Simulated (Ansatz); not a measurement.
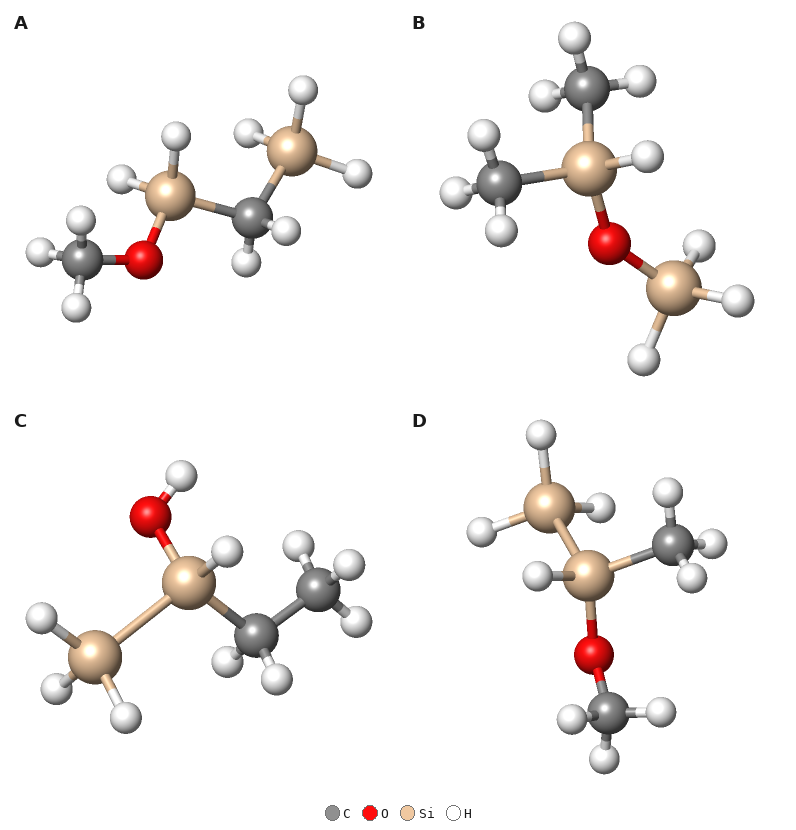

(Drawn from a calculation with Ansatz.)

Which panel belongs to which SMILES?
(1) C[SiH](C)O[SiH3]
(2) CC[Si@@H](O)[SiH3]
(3) CO[Si@@H](C)[SiH3]
(4) CO[SiH2]C[SiH3]

Answer. A is (4), B is (1), C is (2), D is (3).
